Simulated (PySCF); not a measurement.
**Excited-state calculation, with input and output: GeB2SiH6O3**

GeB2SiH6O3, computed with TDDFT CAM-B3LYP/def2-SVPD, vertical, gas phase, core orbitals frozen in the response (PySCF 2.14.0).

The geometry comes from this level: PBE0-D3(BJ)/def2-SVP.

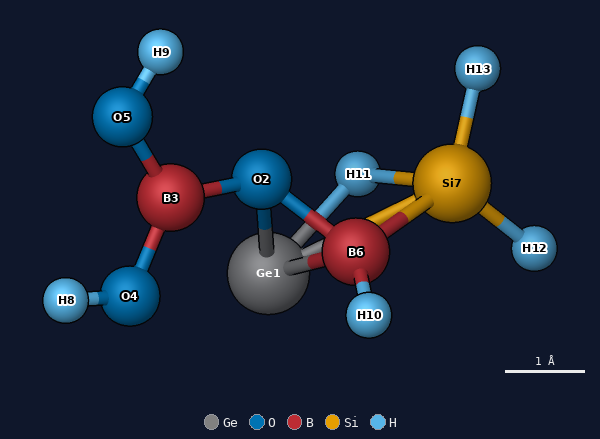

The structure (ball-and-stick view, seen at a tilt; atoms are numbered from 1 in the order of the input). Sticks mark near contacts.

Summary:

```json
{"quantity": "outcome", "value": "converged"}
{"quantity": "total energy", "value": "−2645.090916 hartree"}
{"quantity": "HOMO", "value": "−6.66 eV"}
{"quantity": "LUMO", "value": "−0.64 eV"}
{"quantity": "dipole moment", "value": "1.15 D"}
{"quantity": "mean polarisability", "value": "106.66 a.u."}
{"quantity": "vertical ionisation energy", "value": "7.36 eV"}
{"quantity": "vertical electron affinity", "value": "0.07 eV"}
{"quantity": "lowest singlet excitation", "value": "2.63 eV"}
{"quantity": "hardware", "value": "1 CPU thread, shared host"}
{"quantity": "wall time", "value": "2.9 min"}
{"quantity": "peak memory", "value": "1.2 GiB"}
```

Spin–orbit coupling is left out, which matters for the heavy atoms.

The input:
```
{"job": {"kind": "uv", "xc": "CAM-B3LYP", "basis": "def2-SVPD", "nstates": 6, "ntriplets": 2, "ip": true}, "charge": 0, "multiplicity": 1}
Ge    -1.411745     1.190511     0.111154
O     -0.007640    -0.452999    -0.209985
B      0.074797    -0.826932    -1.545086
O     -0.032201     0.130660    -2.496441
O      0.218093    -2.135690    -1.873554
B      0.658680     0.768650     0.382286
Si     0.091882     0.744942     2.255868
H      0.003372    -0.228055    -3.388826
H      0.280243    -2.694260    -1.091629
H      1.581267     1.290427    -0.186720
H     -1.541674     0.603743     1.828783
H      0.113104     2.021807     3.030662
H     -0.022233    -0.425600     3.188231
```

The first line tells a small driver script what to run in PySCF; the rest is the geometry in Å.

Run as:
```bash
OMP_NUM_THREADS=1 python <driver script> task.json out
```

Log:
```
coarse grid: 54560 points
cycle   1  E = -2644.8872305328  dE =  3.677e-01  |g| = 1.024e+00  |ddm| = 5.249e+00
cycle   2  E = -2644.7756319184  dE =  1.116e-01  |g| = 1.310e+00  |ddm| = 4.108e+00
cycle   3  E = -2645.0870737295  dE = -3.114e-01  |g| = 1.363e-01  |ddm| = 2.249e+00
cycle   4  E = -2645.0898945501  dE = -2.821e-03  |g| = 7.346e-02  |ddm| = 3.393e-01
cycle   5  E = -2645.0909175686  dE = -1.023e-03  |g| = 1.157e-02  |ddm| = 9.372e-02
cycle   6  E = -2645.0909485810  dE = -3.101e-05  |g| = 3.727e-03  |ddm| = 2.880e-02
cycle   7  E = -2645.0909517465  dE = -3.166e-06  |g| = 9.287e-04  |ddm| = 9.834e-03
final grid: 113240 points
cycle   8  E = -2645.0909154468  dE = -5.508e-07  |g| = 8.771e-04  |ddm| = 6.677e-03
cycle   9  E = -2645.0909155336  dE = -8.686e-08  |g| = 9.336e-04  |ddm| = 3.607e-03
cycle  10  E = -2645.0909156861  dE = -1.524e-07  |g| = 1.221e-04  |ddm| = 1.521e-03
cycle  11  E = -2645.0909157012  dE = -1.517e-08  |g| = 9.332e-05  |ddm| = 6.264e-04
cycle  12  E = -2645.0909157091  dE = -7.843e-09  |g| = 2.523e-05  |ddm| = 5.741e-04
cycle  13  E = -2645.0909157094  dE = -3.779e-10  |g| = 8.437e-06  |ddm| = 1.148e-04
```

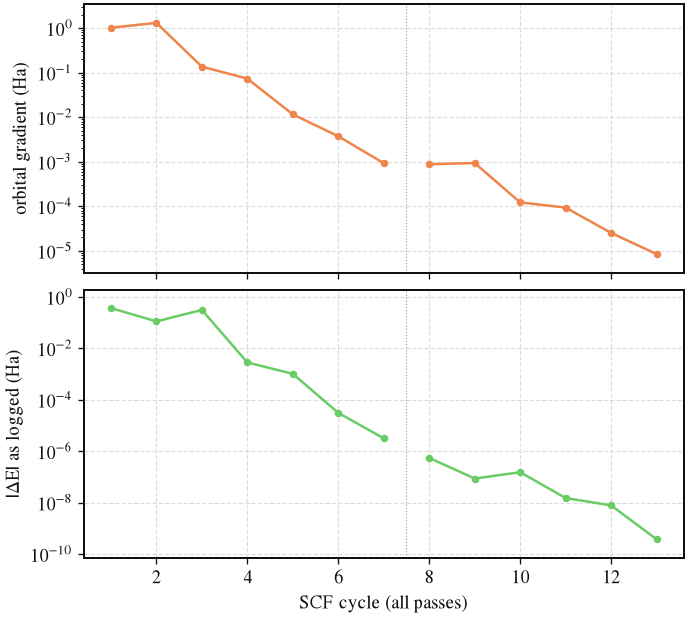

Convergence of the self-consistent field: orbital gradient and size of the energy change against the SCF cycle. The dotted line marks the change from a coarse to the final integration grid. The first 7 cycles use a coarse grid, the final grid takes over at cycle 8, and the field converges after 13 cycles in all.

```
converged SCF energy = -2645.0909157094

Static polarisability (au): isotropic 106.661, principal 86.957 104.605 128.421

Singlet excitations
state   eV       nm        f      main configurations
  1   2.6299    471.4   0.00384   H->L 0.95
  2   3.4327    361.2   0.00651   H->L+1 0.94
  3   4.9683    249.6   0.15525   H->L+3 0.53, H->L+2 0.36
  4   5.0404    246.0   0.07659   H->L+2 0.48, H->L+3 0.38
  5   5.3394    232.2   0.01811   H->L+5 0.64, H->L+6 0.17
  6   5.6067    221.1   0.02221   H-1->L 0.84

Triplet excitations (Tamm-Dancoff, eV): 1.9706 2.8815
Vertical ionisation energy (delta-SCF) = 7.3557 eV
Vertical electron affinity (delta-SCF) = 0.0695 eV
```

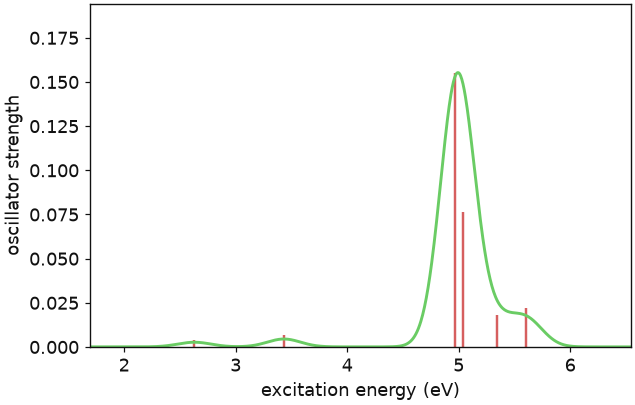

Computed excitations as sticks (degenerate states added up, dark ones marked on the axis), with a Gaussian envelope of 0.35 eV full width at half maximum, scaled to the tallest. Of the 6 states the lowest lies at 2.63 eV (f = 0.004); the strongest line is at 4.97 eV, or 250 nm (f = 0.155).

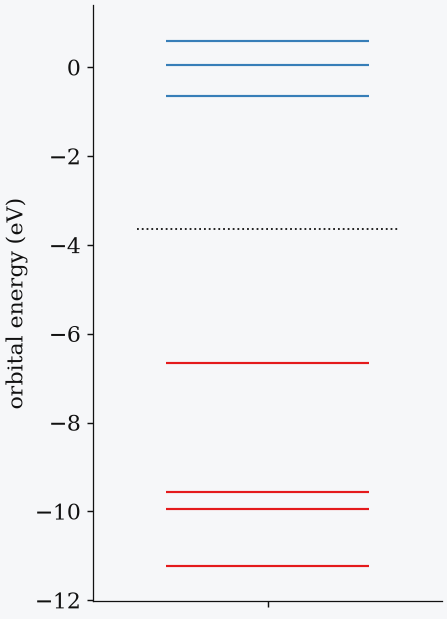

Orbital energies near the frontier; the dotted line parts filled from empty levels, and levels within 0.02 eV of each other stand side by side. Highest filled −6.66 eV, lowest empty −0.64 eV, 6.02 eV apart.
